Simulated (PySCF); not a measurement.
System: C$_{2}$H$_{11}$AlOSSi.

Input

```
{"job": {"kind": "nmr", "xc": "PBE0", "basis": "pcSseg-1"}, "charge": 0, "multiplicity": 1}
C     -0.557026    -1.785801     0.395816
S     -0.592544    -0.058619     0.919123
Al    -2.837601     0.666694     0.167765
C      0.430573     0.689847    -0.412925
O      1.728092     0.235166    -0.399043
Si     2.821335     0.508647     0.854704
H     -1.059994    -2.371493     1.175957
H      0.489453    -2.105291     0.305678
H     -1.086420    -1.902206    -0.560484
H     -2.651683     2.243444     0.382093
H     -2.679550     0.101144    -1.331289
H     -3.730889    -0.178313     1.190885
H     -0.042618     0.437665    -1.374568
H      0.338485     1.777698    -0.238493
H      2.588728     1.874007     1.413395
H      4.170600     0.393541     0.244440
H      2.654225    -0.513977     1.927226
```

Launched as:

```sh
OMP_NUM_THREADS=1 python probes_run.py task.json out
```

Geometry: PBE0-D3(BJ)/def2-SVP.

The calculation used PBE0/pcSseg-1, SCF density, gas phase, non-relativistic (PySCF 2.14.0).

### What can the converged electron density and electron localisation function tell about the bonding?

Si–O (1.69 Å): the density is about 1 e/Å³ at the midpoint; the ELF peaks at about 0.85 between the atoms (a shared but strongly polarised pair).
C–H (1.10 Å): ρ at the midpoint is about 2 e/Å³; the ELF climbs to about 1 towards the hydrogen, as it does in any bond to H (an ordinary covalent bond to hydrogen).

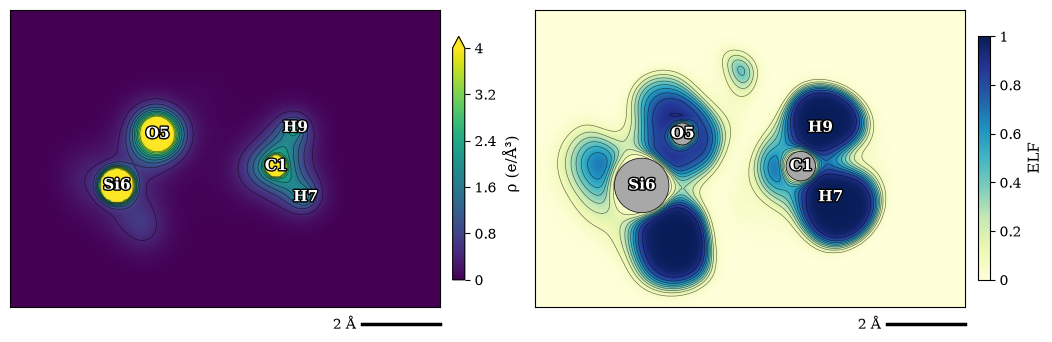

Computed electron density and electron localisation function on the plane of atoms H7, C1 and H9, in this order. Grey discs cover the atomic cores in the ELF map. 
